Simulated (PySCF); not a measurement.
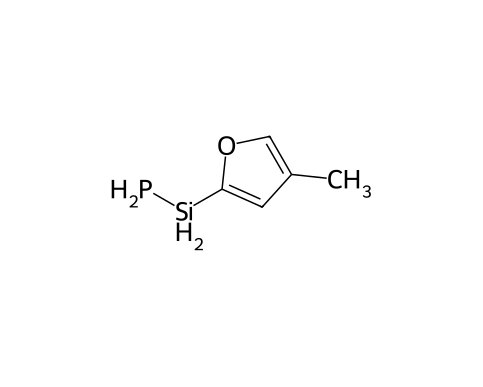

Computed geometry: GFN2-xTB optimisation. No frequency run is at hand to confirm it as a minimum. Level of theory: PBE0/pcSseg-1, gas phase (PySCF 2.14.0).

Computed properties:

The species is C₅H₉OPSi (`Cc1coc([SiH2]P)c1`).
- dipole moment: 1.00 D
- HOMO energy (Kohn–Sham orbital): −6.59 eV
- LUMO energy (Kohn–Sham orbital): −0.20 eV
- HOMO–LUMO gap: 6.39 eV

The geometry is semi-empirical. Around P, Si such bond lengths and angles can be off by a tenth of an ångström or more and by several degrees, and values that hang on the shape move with them.
